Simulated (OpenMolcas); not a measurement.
# Predicting a hybrid from its neighbours: CsNa (NaCs)

CsNa: 2 atoms, total charge 0, spin state singlet. SMILES: `[Na][Cs]`. The shape is that of a PBE0-D4/def2-TZVP optimisation.

The HOMO–LUMO gap y, in eV, basis def2-TZVPPD with a core potential; a is the functional's share of exact exchange. Programs: OpenMolcas 26.06.

```
functional     program     a  y (eV)
    r2SCAN  OpenMolcas     0    1.14
    revPBE  OpenMolcas     0    0.98
     B3LYP  OpenMolcas   0.2    1.53
      PBE0  OpenMolcas  0.25       ?
     BHLYP  OpenMolcas   0.5    2.42
```

Question: Fit y = c + s·a to the known rows and predict PBE0.

Answer: 
1. Means of the 4 rows: a = 0.1750, y = 1.518.
2. Σ(Δa)² = 0.1675, Σ(Δa·Δy) = 0.45375, so the slope is 0.45375/0.1675 = 2.709.
3. Intercept: 1.518 − (2.709) × 0.1750 = 1.044. The largest residual of the fit is 0.096.
4. PBE0: 1.044 + (2.709) × 0.25 = 1.72 eV.

The run gave 1.77 eV, so the prediction is off by -0.05 eV, within the scatter of the fit. Exact exchange lowers occupied levels and raises empty ones. The rows mix families of semi-local functionals, which the line can't see.

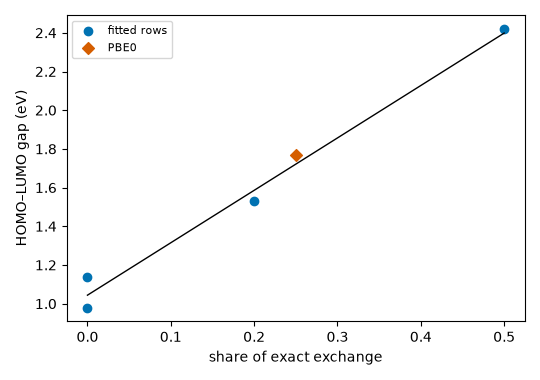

The fitted line, with the withheld row.
